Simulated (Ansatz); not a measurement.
Start from NaCl in the rock salt structure (space group Fm-3m, No. 225; a = 5.601 Å).

The change: a hydrostatic pressure of 15 GPa.

Level of theory: Ansatz (a first-principles code), PBEsol, PAW, cutoff 420 eV, without spin-orbit coupling.

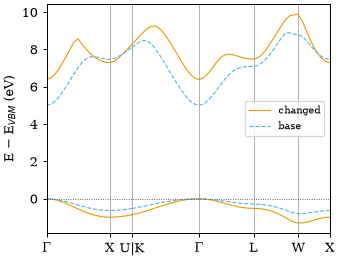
*Highest valence and lowest conduction band along the path, each from its own valence-band maximum*

The gap is 6.40 eV, direct at Γ; the base has 5.01 eV.

Load acts through the strain it causes; cell and atoms are relaxed under it. Stability against distortions was not tested. Competing high-pressure phases were not computed.
